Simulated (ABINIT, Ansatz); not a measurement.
**Be3N2 (R3m): G0W0 on several meshes in ABINIT**

Aim: the GW shift of Be3N2 (R3m) against the k mesh.

Main program and level: ABINIT 10.8.3; LDA and many-body steps on it, plane waves.

**1. The structure**

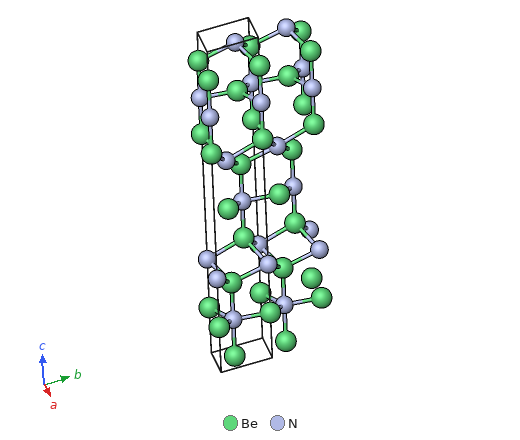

The cell as given, slightly off an axis (beryllium green, nitrogen light blue). 1×2×1 cells are drawn. This picture shows the conventional cell, with its axes. Bonds to atoms that aren't drawn are left out. Some periodic images of atoms are drawn too.

As a file:

```cif
data_structure
_symmetry_space_group_name_H-M 'R3m:H'
_symmetry_Int_Tables_number 160
_cell_length_a 2.8396
_cell_length_b 2.8396
_cell_length_c 14.5986
_cell_angle_alpha 90.000
_cell_angle_beta 90.000
_cell_angle_gamma 120.000
_cell_volume 101.94
loop_
_atom_site_label
_atom_site_type_symbol
_atom_site_symmetry_multiplicity
_atom_site_Wyckoff_symbol
_atom_site_fract_x
_atom_site_fract_y
_atom_site_fract_z
_atom_site_occupancy
Be1 Be 3 a 0.00000 0.00000 0.14100 1
Be2 Be 3 a 0.66667 0.33333 0.01564 1
Be3 Be 3 a 0.66667 0.33333 0.24453 1
N1 N 3 a 0.66667 0.33333 0.12917 1
N2 N 3 a 0.00000 0.00000 0.29157 1
```

The cell and positions are those that the Materials Project relaxed with its own functionals (PBE, PBE+U or r2SCAN), kept fixed.

**2. Empty states on the mesh, 4×4×4 mesh, 120 bands**

This step: ABINIT 10.8.3; DFT, LDA, plane waves, norm-conserving pseudopotentials.

The sums over transitions need many empty states on a uniform mesh; this step solves for them.

Contents of run.abi:

```
acell 3*1.0 Angstrom
rprim 
  1.419805055509 0.819724830995 4.866215662800
  -1.419805055509 0.819724830995 4.866215662800
  -0.000000000000 -1.639449661990 4.866215662800
ntypat 2
znucl 4 7
natom 5
typat 1 1 1 2 2
xred 
  0.859001080000 0.859001080000 0.859001080000
  0.317694560000 0.317694560000 0.317694560000
  0.088806770000 0.088806770000 0.088806770000
  0.204162680000 0.204162680000 0.204162680000
  0.708434910000 0.708434910000 0.708434910000
pp_dirpath "pseudos"
pseudos "Be.upf, N.upf"
ecut 38
ngkpt 4 4 4
nshiftk 1
shiftk 0 0 0
kptopt 1
chksymbreak 0
irdden 1
istwfk *1
nband 120
prtvol 0
optdriver 6
gwr_task "HDIAGO"
paral_kgb 0
occopt 1
indata_prefix "in"
outdata_prefix "out"
tmpdata_prefix "tmp"
```

The run is started by

```bash
OMP_NUM_THREADS=1 mpirun -n 4 abinit run.abi > log
```

Numbers of over 12 decimals in the logs are rounded to 6 here.

The log of the run:

```text
.Version 10.8.3 of ABINIT. v10.8.2 released Aug 2026.

 Symmetries : space group R3 m (#160); Bravais hR (rhombohedral)
[... echo of the input left out ...]
== DATASET  1 ==================================================================
-   mpi_nproc: 4, omp_nthreads: 1 (-1 if OMP is not activated)

--- !DatasetInfo
iteration_state: {dtset: 1, }
dimensions: {natom: 5, nkpt: 13, mband: 120, nsppol: 1, nspinor: 1, nspden: 1, mpw: 2590, }
cutoff_energies: {ecut:  38.0, pawecutdg:  -1.0, }
[...]
Indirect band gap semiconductor
 Fundamental gap:     2.731 (eV)
   VBM:     5.933 (eV) at k: [ 0.0000E+00,  0.0000E+00,  0.0000E+00]
   CBM:     8.664 (eV) at k: [ 5.0000E-01,  5.0000E-01,  0.0000E+00]
 Direct gap:         3.792 (eV) at k: [ 5.0000E-01,  5.0000E-01,  0.0000E+00]

== END DATASET(S) ==============================================================
================================================================================

 -outvars: echo values of variables after computation  --------
           etotal      0.0000000000E+00
            nband         120
             nkpt          13
          spgroup         160
 [... the other variables as echoed above ...]

 Calculation completed.
```

Elapsed: 58 s, on 4 MPI ranks of Arm Neoverse V2, shared host; peak memory 1.7 GiB.

Numbers from this step:

- gap: 2.731 eV
- k of the valence top: 0, 0, 0
- k of the conduction bottom: 0.5, 0.5, 0
- least direct gap: 3.792 eV
- k points computed: 13
- lowest point of the top converged band, above the valence top: 101.1136 eV

On this mesh the gap is 2.731 eV.

The density comes from a self-consistent run that is not shown.

**3. Screening, 4×4×4 mesh, 52 bands, screening to 141.5 eV**

The RPA dielectric matrix is built and inverted for each q.

This step: RPA screening on LDA, plane waves, norm-conserving pseudopotentials.

Changes to run.abi since step 2:

```diff
@@ -23,10 +23,11 @@
 chksymbreak 0
-irdden 1
 istwfk *1
-nband 120
-prtvol 0
-optdriver 6
-gwr_task "HDIAGO"
-paral_kgb 0
 occopt 1
+irdwfk 1
+optdriver 3
+nband 52
+ecuteps 5.2
+inclvkb 2
+awtr 1
+symchi 1
 indata_prefix "in"
```

The log of the run:

```text
.Version 10.8.3 of ABINIT. v10.8.2 released Aug 2026.

 Symmetries : space group R3 m (#160); Bravais hR (rhombohedral)
[... echo of the input left out ...]
== DATASET  1 ==================================================================
-   mpi_nproc: 4, omp_nthreads: 1 (-1 if OMP is not activated)

--- !DatasetInfo
iteration_state: {dtset: 1, }
dimensions: {natom: 5, nkpt: 13, mband: 52, nsppol: 1, nspinor: 1, nspden: 1, mpw: 2590, }
cutoff_energies: {ecut:  38.0, pawecutdg:  -1.0, }
electrons: {nelect:   2.20000000E+01, charge:   0.00000000E+00, occopt:   1.00000000E+00, tsmear:   1.00000000E-02, }

 SCREENING: Calculation of the susceptibility and dielectric matrices

 Based on a program developped by R.W. Godby, V. Olevano, G. Onida, and L. Reining.
 Incorporated in ABINIT by V. Olevano, G.-M. Rignanese, and M. Torrent.
.Using double precision arithmetic ; gwpc =  8

[... cell and pseudopotentials left out ...]
--------------------------------------------------------------------------------

 ==== K-mesh for the wavefunctions ====
 Number of points in the irreducible wedge :    13
[... list of points left out ...]
 Together with  6 symmetry operations and time-reversal symmetry
 yields    64 points in the full Brillouin Zone.

 ==== Q-mesh for the screening function ====
 Number of points in the irreducible wedge :    13
[... list of points left out ...]
 Together with  6 symmetry operations and time-reversal symmetry
 yields    64 points in the full Brillouin Zone.

 setmesh: FFT mesh size selected  =    40x   40x   40
          total number of points  =        64000

 vcoul_init : cutoff-mode = AUXILIARY_FUNCTION
 q-points for optical limit:   1
     1)      0.000010    0.000020    0.000030

- screening: taking advantage of time-reversal symmetry
- Maximum band index for partially occupied states nbvw = 11
- Remaining bands to be divided among processors   nbcw = 41
- Number of bands treated by each node ~10

 Number of electrons calculated from density =   22.0000; Expected =   22.0000
 average of density, n =  0.095937
 r_s =    1.3551
 omega_plasma =   29.8778 [eV]

 calculating chi0 at frequencies [eV] :
  1    0.000000E+00    0.000000E+00
  2    0.000000E+00    2.987782E+01

--------------------------------------------------------------------------------
  q-point number  1        q = ( 0.000000, 0.000000, 0.000000) [r.l.u.]
--------------------------------------------------------------------------------
[... chi0 elements left out ...]
 For q-point:  0.000010 0.000020 0.000030
  dielectric constant =   4.7641
  dielectric constant without local fields =   5.1741

  Average fulfillment of the sum rule on Im[epsilon] for q-point    1 :     56.60  [%]
[... wings left out ...]
  q-point number  2        q = ( 0.250000, 0.000000, 0.000000) [r.l.u.]
--------------------------------------------------------------------------------
[... chi0 elements left out ...]
  Average fulfillment of the sum rule on Im[epsilon] for q-point    2 :     66.92  [%]

 [... 11 further q-points ...]
```

Wall time 44 s (4 MPI ranks); peak memory 1.5 GiB; 2.9 min of CPU time.

Numbers from this step:

```
ε∞ with local fields, on this mesh, along the program's q direction : 4.764
the same without local fields                                       : 5.174
plasma frequency                                                    : 29.88 eV
plane waves in the screening matrix                                 : 129
```

Local fields lower ε∞ by 8 %.

**4. 4×4×4**

The self-energy is evaluated for the states that the input lists, and the levels follow from it, in one-shot runs by the linearised quasiparticle equation.

This step: G0W0 on LDA, plane waves, norm-conserving pseudopotentials.

Changes to run.abi since step 3:

```diff
@@ -26,8 +26,17 @@
 irdwfk 1
-optdriver 3
+optdriver 4
 nband 52
+gwcalctyp 0
+ecutsigx 38
+symsigma 1
+nkptgw 2
+kptgw 
+  0.0000000000 0.0000000000 0.0000000000
+  0.5000000000 0.5000000000 0.0000000000
+bdgw 
+  10 13
+  10 13
 ecuteps 5.2
-inclvkb 2
-awtr 1
-symchi 1
+irdscr 1
+ppmodel 1
 indata_prefix "in"
```

The log of the run:

```text
.Version 10.8.3 of ABINIT. v10.8.2 released Aug 2026.

 Symmetries : space group R3 m (#160); Bravais hR (rhombohedral)
[... echo of the input left out ...]
== DATASET  1 ==================================================================
-   mpi_nproc: 4, omp_nthreads: 1 (-1 if OMP is not activated)

--- !DatasetInfo
iteration_state: {dtset: 1, }
dimensions: {natom: 5, nkpt: 13, mband: 52, nsppol: 1, nspinor: 1, nspden: 1, mpw: 2590, }
cutoff_energies: {ecut:  38.0, pawecutdg:  -1.0, }
electrons: {nelect:   2.20000000E+01, charge:   0.00000000E+00, occopt:   1.00000000E+00, tsmear:   1.00000000E-02, }

 SIGMA: Calculation of the GW corrections

 Based on a program developped by R.W. Godby, V. Olevano, G. Onida, and L. Reining.
 Incorporated in ABINIT by V. Olevano, G.-M. Rignanese, and M. Torrent.
.Using double precision arithmetic ; gwpc =  8

[... cell and pseudopotentials left out ...]
--------------------------------------------------------------------------------

 ==== K-mesh for the wavefunctions ====
 Number of points in the irreducible wedge :    13
[... list of points left out ...]
 Together with  6 symmetry operations and time-reversal symmetry
 yields    64 points in the full Brillouin Zone.

 ==== Q-mesh for screening function ====
 Number of points in the irreducible wedge :    13
[... list of points left out ...]
 Together with  6 symmetry operations and time-reversal symmetry
 yields    64 points in the full Brillouin Zone.

 vcoul_init : cutoff-mode = AUXILIARY_FUNCTION
 q-points for optical limit:   1
     1)      0.000010    0.000020    0.000030
 setmesh: FFT mesh size selected  =    54x   54x   54
          total number of points  =       157464

 Number of electrons calculated from density =   22.0000; Expected =   22.0000
 average of density, n =  0.095937
 r_s =    1.3551
 omega_plasma =   29.8778 [eV]

 === KS Band Gaps ===
  >>>> For spin  1
   Minimum direct gap =   3.7920 [eV], located at k-point      :   0.5000  0.5000  0.0000
   Fundamental gap    =   2.7311 [eV], Top of valence bands at :   0.0000  0.0000  0.0000
                                       Bottom of conduction at :   0.5000  0.5000  0.0000
 SIGMA fundamental parameters:
 PLASMON POLE MODEL  1
 number of plane-waves for SigmaX                 2557
 number of plane-waves for SigmaC and W            129
 number of plane-waves for wavefunctions          2557
 number of bands                                    52
 number of independent spin polarizations            1
 number of spinorial components                      1
 number of k-points in IBZ                          13
 number of q-points in IBZ                          13
 number of symmetry operations                       6
 number of k-points in BZ                           64
 number of q-points in BZ                           64
 number of frequencies for dSigma/dE                 9
 frequency step for dSigma/dE [eV]                0.25
 number of omega for Sigma on real axis              0
 max omega for Sigma on real axis  [eV]           0.00
 zcut for avoiding poles [eV]                     0.10

 EPSILON^-1 parameters (SCR file):
 dimension of the eps^-1 matrix on file            129
 dimension of the eps^-1 matrix used               129
 number of plane-waves for wavefunctions          2557
 number of bands                                    52
 number of q-points in IBZ                          13
 number of frequencies                               2
 number of real frequencies                          1
 number of imag frequencies                          1

 matrix elements of self-energy operator (all in [eV])

 Perturbative Calculation

--- !SelfEnergy_ee
iteration_state: {dtset: 1, }
kpoint     : [   0.000,    0.000,    0.000, ]
spin       : 1
KS_gap     :    6.136
QP_gap     :    7.716
Delta_QP_KS:    1.580
data: !SigmaeeData |
     Band     E0 <VxcDFT>   SigX SigC(E0)      Z dSigC/dE  Sig(E)    E-E0       E
       10   5.933 -17.556 -21.694   3.619   0.807  -0.239 -17.975  -0.419   5.514
       11   5.933 -17.556 -21.694   3.619   0.807  -0.239 -17.975  -0.419   5.514
       12  12.069 -13.924  -8.230  -4.281   0.821  -0.217 -12.764   1.160  13.229
       13  13.753 -13.224  -6.984  -4.424   0.831  -0.203 -11.714   1.510  15.263

--- !SelfEnergy_ee
iteration_state: {dtset: 1, }
kpoint     : [   0.500,    0.500,    0.000, ]
spin       : 1
KS_gap     :    3.792
QP_gap     :    5.251
Delta_QP_KS:    1.459
data: !SigmaeeData |
     Band     E0 <VxcDFT>   SigX SigC(E0)      Z dSigC/dE  Sig(E)    E-E0       E
       10   4.591 -16.867 -21.327   3.787   0.805  -0.242 -17.408  -0.541   4.050
       11   4.872 -16.774 -20.801   3.479   0.805  -0.242 -17.216  -0.442   4.431
       12   8.664 -11.330  -6.467  -3.657   0.844  -0.185 -10.313   1.018   9.682
       13  13.575 -11.850  -5.860  -4.316   0.842  -0.188 -10.441   1.409  14.984

== END DATASET(S) ==============================================================
================================================================================

 -outvars: echo values of variables after computation  --------
           etotal      0.0000000000E+00
            nband          52
             nkpt          13
          spgroup         160
 [... the other variables as echoed above ...]

 Calculation completed.
```

Elapsed: 5.3 s, on 4 MPI ranks; peak memory 0.67 GiB.

This step gave:

- G0W0 gap on the points computed: 4.168 eV
- starting gap on the mesh: 2.731 eV
- k of the valence top: 0, 0, 0
- k of the conduction bottom: 0.5, 0.5, 0
- Z at the valence top: 0.807
- Z at the conduction bottom: 0.844
- least direct G0W0 gap on the computed points: 5.251 eV

The gap on the mesh goes from 2.73 eV to 4.17 eV, a correction of +1.44 eV.

**5. Empty states on the mesh, 6×6×6 mesh, 56 bands**

This step: DFT, LDA, plane waves, norm-conserving pseudopotentials.

Changes to run.abi since step 4:

```diff
@@ -18,3 +18,3 @@
 ecut 38
-ngkpt 4 4 4
+ngkpt 6 6 6
 nshiftk 1
@@ -23,20 +23,10 @@
 chksymbreak 0
+iscf -2
+irdden 1
 istwfk *1
-occopt 1
-irdwfk 1
-optdriver 4
-nband 52
-gwcalctyp 0
-ecutsigx 38
-symsigma 1
-nkptgw 2
-kptgw 
-  0.0000000000 0.0000000000 0.0000000000
-  0.5000000000 0.5000000000 0.0000000000
-bdgw 
-  10 13
-  10 13
-ecuteps 5.2
-irdscr 1
-ppmodel 1
+nband 56
+nbdbuf 4
+tolwfr 1e-09
+nstep 60
+prtvol 0
 indata_prefix "in"
```

The log of the run:

```text
.Version 10.8.3 of ABINIT. v10.8.2 released Aug 2026.

 Symmetries : space group R3 m (#160); Bravais hR (rhombohedral)
[... echo of the input left out ...]
== DATASET  1 ==================================================================
-   mpi_nproc: 4, omp_nthreads: 1 (-1 if OMP is not activated)

--- !DatasetInfo
iteration_state: {dtset: 1, }
dimensions: {natom: 5, nkpt: 32, mband: 56, nsppol: 1, nspinor: 1, nspden: 1, mpw: 2589, }
cutoff_energies: {ecut:  38.0, pawecutdg:  -1.0, }
[...]
1.81357    1.85218    1.92795    1.92795    1.98026    2.15108    2.15108    2.20599
   2.32582    2.32582    2.34902    2.34902    2.43633    2.43637    2.45723    2.48621
 prteigrs : prtvol=0 or 1, do not print more k-points.

== END DATASET(S) ==============================================================
================================================================================

 -outvars: echo values of variables after computation  --------
            nband          56
             nkpt          32
          spgroup         160
 [... the other variables as echoed above ...]

 Calculation completed.
```

Elapsed: 33 s, on 4 MPI ranks; peak memory 0.37 GiB.

Numbers from this step:

| Property | Result |
| --- | --- |
| gap | 2.731 eV |
| k of the valence top | 0, 0, 0 |
| k of the conduction bottom | 0.5, 0.5, 0 |
| least direct gap | 3.792 eV |
| k points computed | 32 |
| lowest point of the top converged band, above the valence top | 51.8660 eV |

On this mesh the gap is 2.731 eV.

(Part 1 of 2 ends here.)

[Paths, hosts, dates, memory and timing lines, banners, echoed tables and standing remarks are left out of the program output.]

[Logs are printed without paths, hosts, clocks, repeated set-up lines and the standing remarks that a program may print on its own settings, such as how far it seeks lower states.]

[Runs of the session that timed out or met a known fault of the program may be left out.]

[Hosts, paths, dates, database ids (printed as entryN), source tags and the programs' standing remarks are cut or masked in the printed files.]

[G0W0 gaps are taken among the corrected bands and points alone; a level outside them can change the order at an edge.]

[Where Ansatz stands beside ABINIT at settings called matched, ABINIT's density can come from a denser mesh and the files from another edition; pairs whose starting gaps differed by over 0.03 eV were left out, so agreement reads better than it is.]
